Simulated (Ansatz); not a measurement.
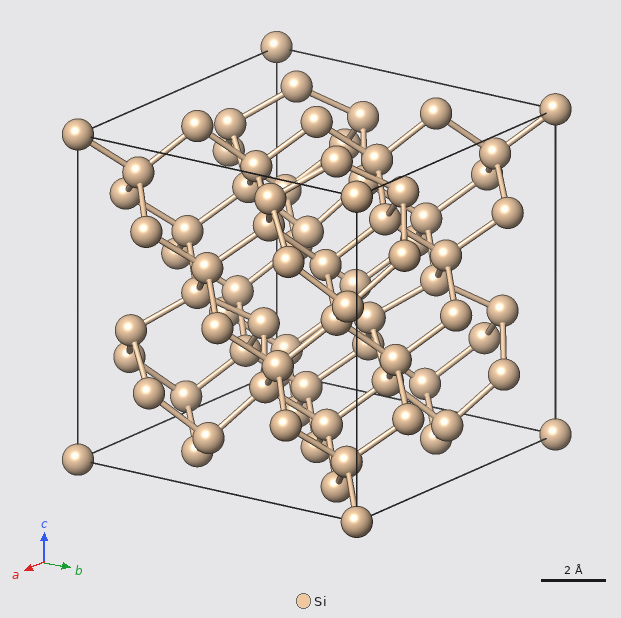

The structure above is drawn in ball-and-stick style and viewed from a general direction. One conventional unit cell is outlined, and atoms on its boundary appear in each equivalent place. Cell: a = 10.804 Å, b = 10.804 Å, c = 10.804 Å, α = 90.00°, β = 90.00°, γ = 90.00°.

Give a description of the structure.

The element is silicon. The structure has F-43m (No. 216) symmetry and a face-centred cubic lattice. The cell holds 60 atoms. Counting contacts within bonding distance, the coordination numbers are Si 3 to 4 (mean 3.7). The bonds build a three-dimensional framework.

The structure comes from a structure listed in the Materials Project, repeated into a supercell with a point defect put in. Earlier steps of the study may have refined or changed the cell and positions. An electronic-structure calculation with Ansatz was run on it.
